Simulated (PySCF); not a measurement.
**BrGeH3, SMILES `Br[GeH3]`: what the electrons do**

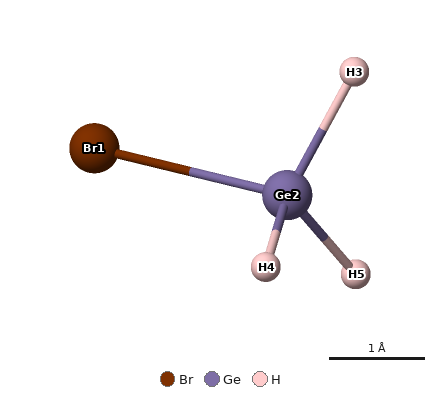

The molecule, with its atoms numbered as below. No frequency check shows the geometry to be a minimum.

Coordinates in Å:

```
Br1      1.1481    0.0000    0.0000
Ge2     -1.1100    0.0000    0.0000
H3      -1.5549   -1.3802   -0.3782
H4      -1.5549    0.3625    1.3844
H5      -1.5549    1.0176   -1.0062
```

Part 1: Bonding charge

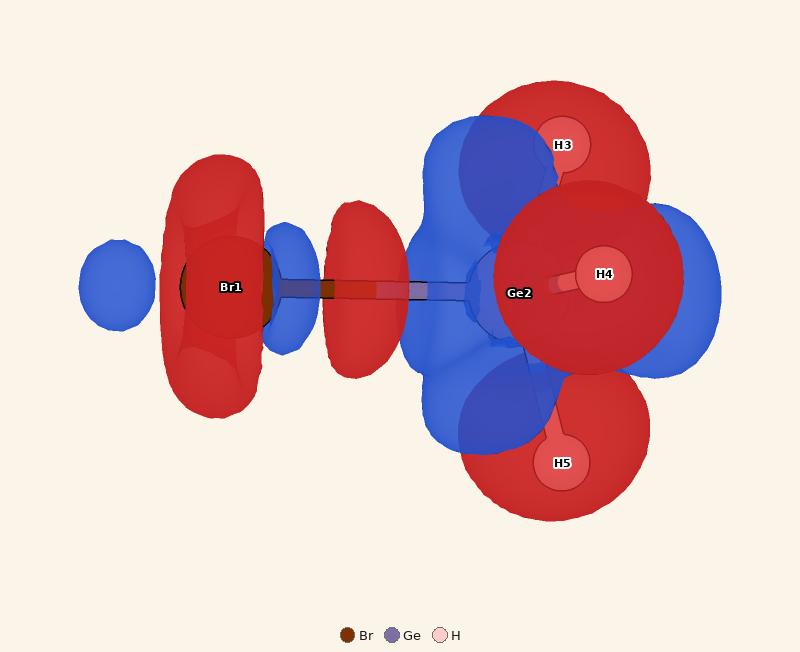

Deformation density (molecule less spherical, spin-averaged free atoms at the same positions), surfaces at ±0.04 e/Å³; red: gain, blue: loss.

Method: PBE0/def2-TZVP; geometry: GFN2-xTB; program: PySCF.

Describe the bonding that the map shows.

Answer. Ge2–H3, Ge2–H4 and Ge2–H5: +0.29 e/Å³ at the bond critical point (bond length 1.50 Å, Mayer order 0.9). Br1–Ge2: +0.08 e/Å³ at the bond critical point (bond length 2.26 Å, Mayer order 1.0). In all, 1.1 electrons gather in the regions of gain relative to the promolecule. A small or negative value marks a very polar bond, one between electron-rich atoms, whose free-atom densities already overlap strongly, a long bond to a heavier atom, or a closed-shell contact such as a hydrogen bond.

Where do the Hirshfeld charges lie?

Answer. The highest Hirshfeld charge is on Ge2 (+0.31 e), the lowest on Br1 (−0.14 e).

Part 2: Bond critical points

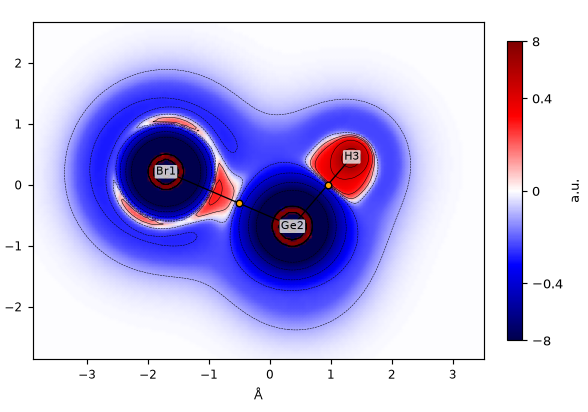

Negative Laplacian of the density (−∇²ρ) in the plane of Br1, Ge2 and H3 (red positive, blue negative, colour scale in a.u., logarithmic beyond ±0.04), with bond paths and bond critical points (dots).

At which bond critical points in this plane is charge locally concentrated, and at which depleted?

Answer. At none is it concentrated. Depleted (∇²ρ > 0): Ge2–H3 (+0.07 a.u., H = −0.088); Br1–Ge2 (+0.09 a.u., H = −0.045).

Where along Ge2–H3 does the critical point lie?

Answer. 0.89 Å from Ge2 and 0.61 Å from H3.

Part 3: Local ionisation energy

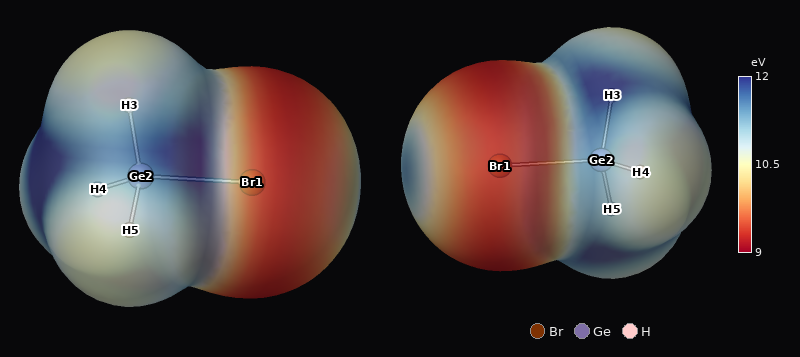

Average local ionisation energy on the surface of electron density 0.001 a.u. (back view left, front view right).

Where are the most loosely bound electrons on this surface?

Answer. The lowest value is 9.2 eV, 2.3 Å from Br1, and at like points elsewhere. Further minima include 10.5 eV, 1.5 Å from H4, and at like points elsewhere. For comparison, the highest occupied orbital lies at −8.3 eV.

Part 4: In an electric field

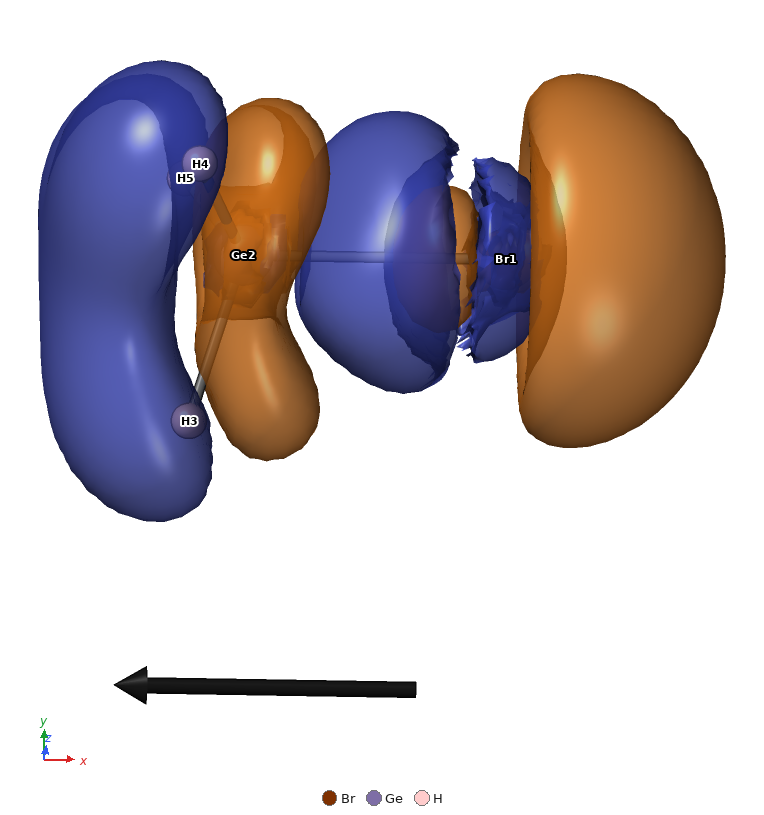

Change of the electron density in a uniform field of 0.21 V/Å along −x (arrow), surfaces at ±0.001 e/Å³ (orange: gain, blue: loss).

Computed with PySCF, PBE0/def2-TZVP, geometry: GFN2-xTB. A basis without diffuse functions makes polarisabilities too small.

The field was applied in both directions; the picture shows the one opposite to the script's first.

What dipole is induced, and what polarisability does it imply?

Answer. The induced dipole is 0.62 D (along the field); α along this axis, from the fields in both directions, is 61 bohr³ (9.0 Å³).

The PySCF runs shown took 9.2 s and 21 s on 1 thread of Arm Neoverse V2, with other jobs on the host.
